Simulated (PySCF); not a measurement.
**C₂H₅FSi: EPR calculation**

C₂H₅FSi, multiplicity 3, computed with UKS BHandHLYP, IGLO-III on C F Si, pcH-1 on H, non-relativistic, mean-field spin-orbit, GIAO (PySCF 2.14.0).

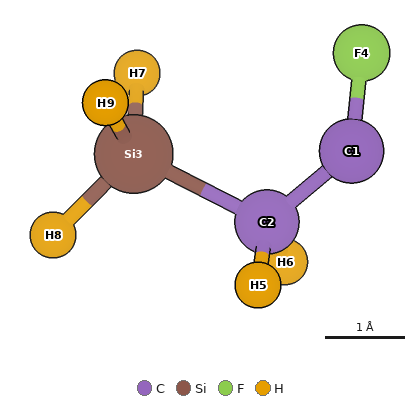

**Figure 1.** The input geometry (ball-and-stick view, seen on its broad side; atoms are numbered from 1 in the order of the input). Bond lengths as drawn: C–C 1.47 Å, C–F 1.32 Å, C–H 1.10 to 1.11 Å, C–Si 1.91 Å and H–Si 1.49 Å.

Results in brief

```csv
quantity,value
outcome,converged
total energy,−468.402666 hartree
⟨S²⟩,2.007
isotropic g,2.0029
hardware,"1 CPU thread, shared host"
wall time,30 s
peak memory,0.6 GiB
```

Input
```
{"job": {"kind": "epr", "xc": "BHandHLYP"}, "charge": 0, "multiplicity": 3}
C      1.598824     0.743434     0.371824
C      0.813822    -0.415669    -0.072098
Si    -1.070689    -0.131497     0.012838
F      1.284075     1.994176     0.104691
H      1.043860    -1.273575     0.582087
H      1.070540    -0.737620    -1.104081
H     -1.477040     0.944970    -0.936484
H     -1.758752    -1.402199    -0.367751
H     -1.460872     0.255327     1.400289
```

The first line tells a small driver script what to run in PySCF; the rest is the geometry in Å.

Command:
```bash
OMP_NUM_THREADS=1 python <driver script> task.json out
```

Log
```
UKS, coarse grid
  cycle   1  E = -468.34602508  |g| = 3.27e-01
  cycle   2  E = -468.36409088  |g| = 3.42e-01
  cycle   3  E = -468.40016541  |g| = 5.81e-02
  cycle   4  E = -468.40218821  |g| = 1.97e-02
  cycle   5  E = -468.40259376  |g| = 6.71e-03
  cycle   6  E = -468.40264329  |g| = 3.21e-03
  cycle   7  E = -468.40265340  |g| = 8.43e-04
  cycle   8  E = -468.40265452  |g| = 2.92e-04
UKS, final grid
  cycle   1  E = -468.40266577  |g| = 1.81e-04
  cycle   2  E = -468.40266579  |g| = 1.35e-04
  cycle   3  E = -468.40266580  |g| = 3.63e-05
  cycle   4  E = -468.40266580  |g| = 2.54e-05
E = -468.40266580 Eh   <S^2> = 2.0071 (exact 2.0000)
g shifts (ppm)      1          2          3
  rmc          -200       -200       -200
  gc             31        -42         16
  oz_so         -66       1100       1157
  total        -235        859        974
hyperfine (MHz)  atom isotope    a_iso     a_fc   dipolar eigenvalues
    0   13C     400.52     400.60    -76.74     15.20     61.54
    1   13C      21.23      21.23     -7.03     -6.37     13.40
    2  29Si     -39.95     -40.02     -8.68      4.11      4.57
    3   19F     297.67     297.63   -220.75     99.11    121.64
    4    1H      19.44      19.45     -6.57     -5.71     12.28
    5    1H      78.33      78.32     -5.96     -3.36      9.33
    6    1H      -0.46      -0.46     -1.92     -1.35      3.27
    7    1H       8.81       8.81     -1.44     -0.90      2.34
    8    1H      -1.43      -1.43     -2.22     -1.59      3.81
zero-field splitting (cm-1)  D = -0.6874  E = -0.1155  (spin-spin 0.6932, spin-orbit -1.3398)
```

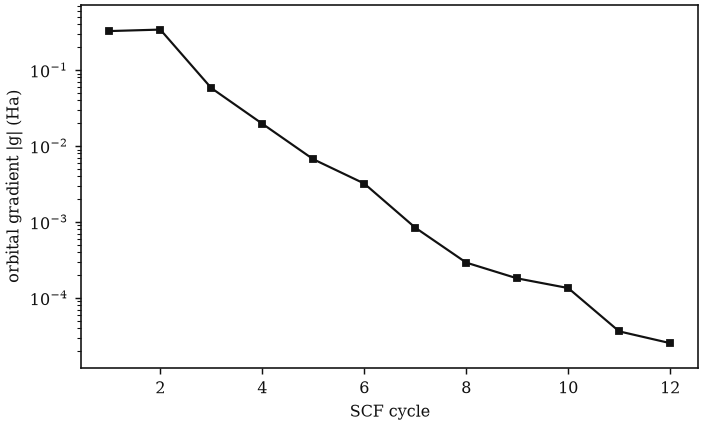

**Figure 2.** Convergence of the self-consistent field: orbital gradient |g| against the SCF cycle. All cycles printed in the log are drawn one after another.
